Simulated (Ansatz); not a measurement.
## SiO2: Si → Al

Take SiO$_{2}$ (space group P3_121, No. 152; a = 4.921 Å, c = 5.417 Å) as the base.

Perturbation: Al takes the place of Si on all its sites; the structure is relaxed again.

Computed with r2SCAN (Ansatz, an electronic-structure program, PAW, no spin-orbit coupling). Settings: 11×11×7 k-points, 0.05 eV Fermi–Dirac smearing, for the changed cell.

The volume per atom rises by 4.25 Å³, from 12.62 Å³ to 16.87 Å³ and the density falls by 0.70 g/cm³ to 1.93 g/cm³. The space group changes from P3_121 (No. 152) to P6_422 (No. 181) and the band gap becomes zero (base: 6.60 eV). The magnetic state becomes ferromagnetic (base: not spin-polarised) and the largest site moment goes from zero to 0.43 μB.

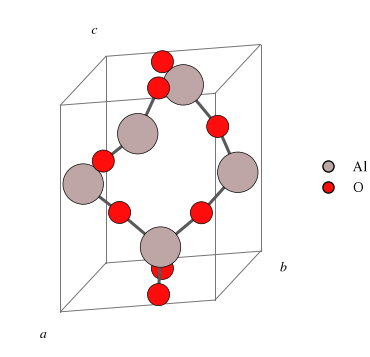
The relaxed conventional cell after the change

Other magnetic orders, which the real material may have, were not ruled out. Whether these cells are dynamically stable was not tested. As relaxed here, AlO2 is a hypothetical phase, not in the database extracts checked.
